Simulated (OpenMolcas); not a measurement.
# Re⁶⁺ with 6 ligands (hydroxide): CASSCF and CASPT2 levels and susceptibility

Aim: the ligand-field states of Re⁶⁺ in this surrounding, its lowest levels with spin-orbit coupling and its magnetic susceptibility.

Method: state-averaged CASSCF and CASPT2, spin-orbit coupling by RASSI with atomic mean-field integrals. Code: OpenMolcas 26.06.

**1. The atom as given**

```
Species                           : Re⁶⁺ (rhenium, Z = 75, 69 electrons)
Basis                             : ANO-RCC-VTZP [8s7p5d3f2g1h], 218 functions with the ligands
Scalar Hamiltonian                : DKH2, point nucleus
Inactive shells                   : 1s 2s 2p 3s 3p 3d 4s 4p 4d 4f 5s 5p of the metal, and all ligand shells
Active space                      : 1 electron in 5 orbitals (5d)
Some configurations of this space : 5d
Orbitals                          : optimised for each spin and parity, averaged over all roots
```

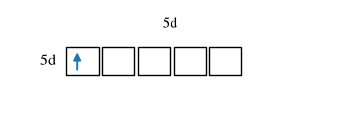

Occupation of the outer shells (arrows by Hund's rule).

Re⁶⁺ is taken with 6 ligands (hydroxide) in trigonal antiprism coordination (S6) at 1.84 Å, a polar angle of 50.9° against the regular 54.74°. Ligand basis ANO-RCC-VDZP. The distances are assumed, not relaxed.

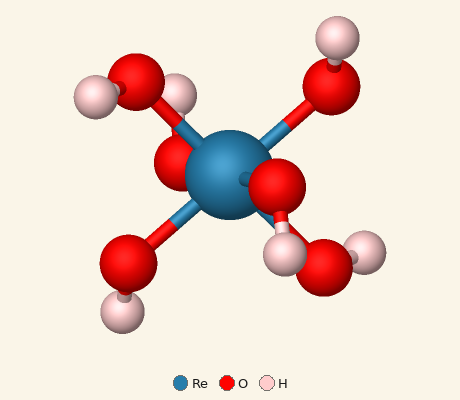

The cluster treated with basis functions (rhenium blue, oxygen red, hydrogen pink).

```xyz
13

Re    0.0000    0.0000    0.0000
O     0.0000    1.4280    1.1603
H    -0.8791    1.7462    1.4189
O    -1.2367   -0.7140    1.1603
H    -1.0727   -1.6344    1.4189
O     1.2367   -0.7140    1.1603
H     1.9518   -0.1117    1.4189
O     0.0000   -1.4280   -1.1603
H     0.8791   -1.7462   -1.4189
O     1.2367    0.7140   -1.1603
H     1.0727    1.6344   -1.4189
O    -1.2367    0.7140   -1.1603
H    -1.9518    0.1117   -1.4189
```

Each step is its own input file, run in one work folder so that later steps find the files of earlier ones. Labels, J, g values, rates, χT and fits are worked out afterwards by a script from the matrices that RASSI stores.

**2. One- and two-electron integrals**

The input, a.inp:

```
&GATEWAY
Coord
13

Re 0.0 0.0 0.0
O 0.000000 1.428009 1.160341
H -0.879119 1.746160 1.418857
O -1.236692 -0.714004 1.160341
H -1.072660 -1.634418 1.418857
O 1.236692 -0.714004 1.160341
H 1.951778 -0.111740 1.418857
O 0.000000 -1.428009 -1.160341
H 0.879119 -1.746160 -1.418857
O 1.236692 0.714004 -1.160341
H 1.072660 1.634418 -1.418857
O -1.236692 0.714004 -1.160341
H -1.951778 0.111740 -1.418857
Basis=Re.ANO-RCC-VTZP,H.ANO-RCC-VDZP,O.ANO-RCC-VDZP
Group=XYZ
NoMove
AngMom=0.0 0.0 0.0
AMFI
RICD
&SEWARD
```

Run with:

```console
$ OMP_NUM_THREADS=1 MOLCAS_MEM=2457 MOLCAS_PROJECT=a pymolcas a.inp > a.log
```

**3. Reference wave functions, doublets of even parity, 5 roots**

The input, a.inp:

```
&RASSCF
FileOrb=start.orb
Symmetry=1
Spin=2
nActEl=1 0 0
Inactive=30 34
Ras2=5 0
CIRoot=5 5 1
SDav=5
CIMx=300
Iter=150 100
PrWF=0.3
OrbListing=Nothing
MaxOrb=0
LevShft=1.0
>>> COPY $Project.JobIph JOB001
```

start.orb holds start orbitals that the driver prepared beforehand, or those of the step before.

**4. RASSI: spin-orbit coupling between the states**

The input, a.inp:

```
&RASSI
NrOfJobIphs=1 5
1 2 3 4 5
IphNames
JOB001
EJob
SpinOrbit
DIPRint=1.0
SOCoupling=1000.0
Subsets=2
Property=9
'ANGMOM' 1 'ANGMOM' 2 'ANGMOM' 3 'MLTPL  1' 1 'MLTPL  1' 2 'MLTPL  1' 3
'AMFI' 1 'AMFI' 2 'AMFI' 3
SOProperty=3
'ANGMOM' 1 'ANGMOM' 2 'ANGMOM' 3
```

**5. CASPT2: IPEA 0.25, imaginary shift 0.1 (closed shells correlated: 5s 5p of the metal, with ligand shells; the Frozen line counts the rest)**

The input, a.inp:

```
>>> COPY JOB001 $Project.JobIph
&CASPT2
Multistate=5 1 2 3 4 5
NoMult
Frozen=17 19
IPEA=0.25
Imaginary=0.1
MaxIter=60
WThr=0.0 0.3 0.05
PrWF=0.5
NoMix
```

(Steps that only read results are left out.)

What does the calculation give? Wanted: spin-free ground state; first state of the same spin within the active space; lowest level; next level.

As calculated:

| quantity | value |
| --- | --- |
| method | SS-CASPT2, IPEA 0.25, imaginary shift 0.1 (closed shells correlated: 5s 5p of the metal, with ligand shells; the Frozen line counts the rest) |
| spin-free ground state | doublet, 2-fold in its orbital part |
| first state of the same spin within the active space | doublet at 12000 cm⁻¹ |
| lowest level | 2-fold, g = 0.00, 0.00, 0.14 |
| next level | 3311.2 cm⁻¹ |
| χT at 300 K | 0.03 cm³ K/mol |
| effective moment at 300 K | 0.47 μB |

Cost by method:

```tsv
method	time of its own steps	time with the reference
A. CASSCF	44 s	44 s
B. SS-CASPT2, IPEA 0.25, imaginary shift 0.1, +5s 5p	55 s	99 s
```

Times are of one thread on a shared host.

What this shows: The spin-free ground state (doublet) is 2-fold and keeps the highest spin of the shell. χT at 300 K is 0.03, against 0.38 cm³ K/mol for the spin alone, so orbital moment lowers it. The bonds are covalent and no ligand orbital is active, so the numbers are rough.
